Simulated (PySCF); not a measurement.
# C2HAlClF (SMILES C#[C][Al]([F])[Cl]) at 5 levels

Wanted: a comparison of 5 runs (HF/STO-3G, HF/3-21G, BLYP/3-21G, PBE0/def2-SVP, CCSD/STO-3G) of C2HAlClF. 

Program for the calculation: PySCF 2.14.0.

## Step 1: The system as given

C2HAlClF has 6 atoms, charge 0, and is taken as a singlet. SMILES: `C#[C][Al]([F])[Cl]`. Geometry: relaxed at PBE0-D4/def2-TZVP.

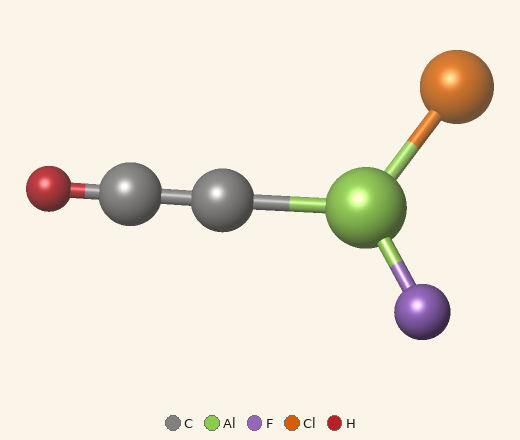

Viewed from a chosen angle; carbon grey, aluminium green, fluorine purple, chlorine orange, hydrogen red.

## Step 2: Energy and forces at HF/STO-3G (run 1)

Input file run.py:

```python
import pyscf.grad
from pyscf import gto

mol = gto.M(
    atom=[
    ('C', (0.079200, 0.550300, 1.791600)),
    ('C', (0.021300, 0.146100, 0.654200)),
    ('Al', (-0.061900, -0.456300, -1.122700)),
    ('F', (-0.437800, -2.016700, -1.442100)),
    ('Cl', (0.311400, 0.805300, -2.722900)),
    ('H', (0.130000, 0.907400, 2.795800)),
],
    max_memory=1860,
    verbose=4,
    basis='sto-3g',
    charge=0,
)

calc0 = mol.RHF()
calc0.conv_tol = 1e-10
calc0.kernel()
if not calc0.converged:
    calc0 = calc0.newton().run(calc0.mo_coeff, calc0.mo_occ)

e_tot = calc0.e_tot
print('Final energy', e_tot)
grad = calc0.Gradients().kernel()
calc0.analyze()
```

Command:

```sh
$ OMP_NUM_THREADS=1 python run.py
```

Standard output:

```text
PySCF version 2.14.0

[... 63 lines left out ...]
Final energy -867.1030431817652
[... 17 lines left out ...]
Two-electron Coulomb Energy =          628.097084004937869
[... 6 lines left out ...]
MO #4   energy= -10.9830758869024  occ= 2
[... 4 lines left out ...]
MO #9   energy= -7.74010950166245  occ= 2
[... 4 lines left out ...]
MO #14  energy= -1.42377214393434  occ= 2
[... 4 lines left out ...]
MO #19  energy= -0.477776039704959 occ= 2
[... 4 lines left out ...]
MO #24  energy= -0.376340402387222 occ= 2
[... 4 lines left out ...]
MO #29  energy= 0.376567668408521  occ= 0
[... 4 lines left out ...]
MO #34  energy= 1.41493665494453   occ= 0
[... 43 lines left out ...]
Dipole moment(X, Y, Z, Debye): -0.31389, -0.94778,  2.10050
```

It took 4.8 s on 1 thread of Intel Xeon at 2.50GHz (Skylake/Cascade Lake), shared host; peak memory 0.12 GiB.

## Step 3: Energy and forces at HF/3-21G (run 2)

Input file geometry.xyz:

```xyz
6
C2HAlClF
C      0.079200     0.550300     1.791600
C      0.021300     0.146100     0.654200
Al    -0.061900    -0.456300    -1.122700
F     -0.437800    -2.016700    -1.442100
Cl     0.311400     0.805300    -2.722900
H      0.130000     0.907400     2.795800
```

Input file input.py:

```python
from pyscf import gto, scf

molecule = gto.M(
    atom='geometry.xyz',
    verbose=4,
    spin=0,
    basis='3-21g',
    max_memory=1860,
)

calc0 = scf.RHF(molecule)
calc0.conv_tol = 1e-10
calc0.kernel()
if not calc0.converged:
    calc0 = calc0.newton().run(calc0.mo_coeff, calc0.mo_occ)

etot = calc0.e_tot
print('E = %.10f Eh' % etot)
grad = calc0.nuc_grad_method().kernel()
calc0.analyze()
```

Command:

```sh
$ OMP_NUM_THREADS=1 python input.py
```

Standard output:

```text
PySCF version 2.14.0

[... 83 lines left out ...]
Two-electron Coulomb Energy =          623.930247543163546
[... 9 lines left out ...]
MO #7   energy= -7.9624335868075   occ= 2
[... 7 lines left out ...]
MO #15  energy= -1.10437284570564  occ= 2
[... 7 lines left out ...]
MO #23  energy= -0.484572642238751 occ= 2
[... 7 lines left out ...]
MO #31  energy= 0.21410544623979   occ= 0
[... 7 lines left out ...]
MO #39  energy= 0.786300728095626  occ= 0
[... 7 lines left out ...]
MO #47  energy= 1.20057156067149   occ= 0
[... 7 lines left out ...]
MO #55  energy= 3.73542998484172   occ= 0
[... 64 lines left out ...]
Dipole moment(X, Y, Z, Debye):  0.02114,  0.56205,  3.16933
```

It took 4.2 s on 1 thread of Intel Xeon at 2.50GHz (Skylake/Cascade Lake), shared host; peak memory 0.13 GiB.

## Step 4: Energy and forces at BLYP/3-21G (run 3)

Input file calc.py:

```python
# C#[C][Al]([F])[Cl]
import pyscf.grad
from pyscf import gto, dft

molecule = gto.Mole()
molecule.atom = '''
C    0.079200   0.550300   1.791600
C    0.021300   0.146100   0.654200
Al  -0.061900  -0.456300  -1.122700
F   -0.437800  -2.016700  -1.442100
Cl   0.311400   0.805300  -2.722900
H    0.130000   0.907400   2.795800
'''
molecule.basis = '3-21g'
molecule.max_memory = 1860
molecule.charge = 0
molecule.verbose = 3
molecule.build()

mf = dft.RKS(molecule, xc='blyp')
mf.grids.level = 5
mf.conv_tol = 1e-10
mf.kernel()
if not mf.converged:
    mf = mf.newton().run(mf.mo_coeff, mf.mo_occ)

e_tot = mf.e_tot
print('E(%s) = %.9f' % ('BLYP', e_tot))
grad = mf.Gradients().kernel()
mf.analyze()
```

Command:

```sh
$ OMP_NUM_THREADS=1 python calc.py
```

Standard output:

```text
converged SCF energy = -874.797931971394
[... 16 lines left out ...]
MO #6   energy= -9.09957396931971  occ= 2
[... 6 lines left out ...]
MO #13  energy= -2.58378923357283  occ= 2
[... 6 lines left out ...]
MO #20  energy= -0.356361600561486 occ= 2
[... 6 lines left out ...]
MO #27  energy= -0.0766987743477685 occ= 0
[... 6 lines left out ...]
MO #34  energy= 0.16214348336431   occ= 0
[... 6 lines left out ...]
MO #41  energy= 0.595797982577064  occ= 0
[... 6 lines left out ...]
MO #48  energy= 0.984298017867309  occ= 0
[... 6 lines left out ...]
MO #55  energy= 3.21385301969763   occ= 0
[... 7 lines left out ...]
Dipole moment(X, Y, Z, Debye): -0.03208,  0.25294,  2.53600
```

Run time: 28 s. Hardware: 1 thread of Intel Xeon at 2.50GHz (Skylake/Cascade Lake), shared host; peak memory 0.56 GiB.

Run 4 isn't shown in full; the table further down has it.

## Step 5: The energy at CCSD/STO-3G (run 5)

Changes to geometry.xyz since step 3:

```diff
@@ -1,3 +1,3 @@
 6
-C2HAlClF
+
 C      0.079200     0.550300     1.791600
```

Input file calc.py:

```python
# C#[C][Al]([F])[Cl]
from pyscf import gto, scf, cc

molecule = gto.Mole()
molecule.atom = 'geometry.xyz'
molecule.basis = 'sto-3g'
molecule.charge = 0
molecule.max_memory = 1860
molecule.verbose = 4
molecule.build()

mf = scf.RHF(molecule)
mf.conv_tol = 1e-10
mf.kernel()
if not mf.converged:
    mf = mf.newton().run(mf.mo_coeff, mf.mo_occ)

mycc = cc.CCSD(mf, frozen=13)
mycc.kernel()
energy = mycc.e_tot
print('E = %.10f Eh' % energy)
dip = mf.dip_moment()
pop, q = mf.mulliken_pop()
```

Command:

```sh
$ OMP_NUM_THREADS=1 python calc.py
```

Standard output:

```text
PySCF version 2.14.0

[... 62 lines left out ...]
converged SCF energy = -867.103043181765
[... 12 lines left out ...]
Init t2, MP2 energy = -867.295029892775  E_corr(MP2) -0.191986711009998
[... 12 lines left out ...]
CCSD converged
[... 2 lines left out ...]
Dipole moment(X, Y, Z, Debye): -0.31389, -0.94778,  2.10050
[... 41 lines left out ...]
charge of    5H =      0.09775
```

Wall time 3.3 s (1 thread of Intel Xeon at 2.50GHz (Skylake/Cascade Lake), shared host); peak memory 0.11 GiB.

## Step 6: Overview of the runs

| run | level | integration grid | task | energy (Eh) | dipole moment (D) of the reference | HOMO energy (eV) | LUMO energy (eV) | wall time |
| --- | --- | --- | --- | --- | --- | --- | --- | --- |
| 1 | HF/STO-3G | – | gradient | -867.103043 | 2.33 | -9.14 | 7.06 | 4.8 s |
| 2 | HF/3-21G | – | gradient | -872.799840 | 3.22 | -11.65 | 1.45 | 4.2 s |
| 3 | BLYP/3-21G | 5 | gradient | -874.797932 | 2.55 | -7.22 | -2.09 | 28 s |
| 4 | PBE0/def2-SVP | 5 | gradient | -878.560666 | 2.14 | -8.69 | -1.38 | 43 s |
| 5 | CCSD/STO-3G | – | energy | -867.314698 | 2.33 | -9.14 | 7.06 | 3.3 s |

## Step 7: What came out

```
                                           quantity          value
                                run 5: total energy  -867.31470 Eh
        run 5: dipole moment (Hartree–Fock density)         2.33 D
         run 5: HOMO energy (Hartree–Fock orbitals)       -9.14 eV
         run 5: LUMO energy (Hartree–Fock orbitals)        7.06 eV
       run 5: HOMO–LUMO gap (Hartree–Fock orbitals)       16.20 eV
run 5: correlation energy (13 core orbitals frozen)     -211.7 mEh
                               run 5: T1 diagnostic          0.012
```

In words: Over runs 1, 2, 3, 4 the dipole moment (its size) runs from 2.14 D (PBE0/def2-SVP) to 3.22 D (HF/3-21G). The two ends differ in method and basis. Over runs 1, 2, 3, 4 the HOMO–LUMO gap runs from 5.13 eV (BLYP/3-21G) to 16.20 eV (HF/STO-3G). Totals of different functionals can't be ranked against each other. In runs 1, 5 the basis is minimal, so the values are rough. All runs together took 83 s, the longest 43 s.
